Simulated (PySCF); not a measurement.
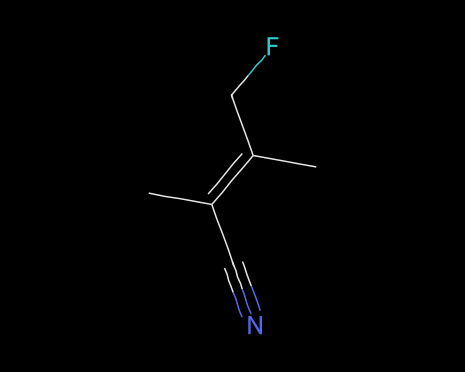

The drawing above gives the connectivity. The geometry was computed by an optimisation with PBE0-D3(BJ)/def2-SVP. No frequency run is at hand to confirm it as a minimum.

What does the molecule look like in three dimensions?

It has 16 atoms: 6 carbon, 8 hydrogen, 1 fluorine and 1 nitrogen (C6H8FN). As SMILES it reads `C/C(C#N)=C(/C)CF`. It has no ring. Among its groups: nitrile, alkene, C–F bond. The point group is Cs. Coordination: 3 C tetrahedral; 2 C trigonal planar; 1 C linear.

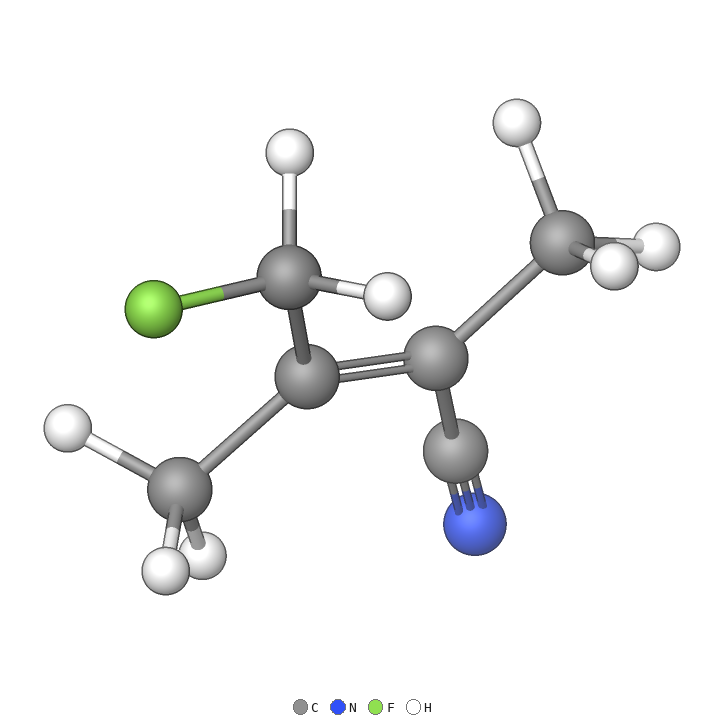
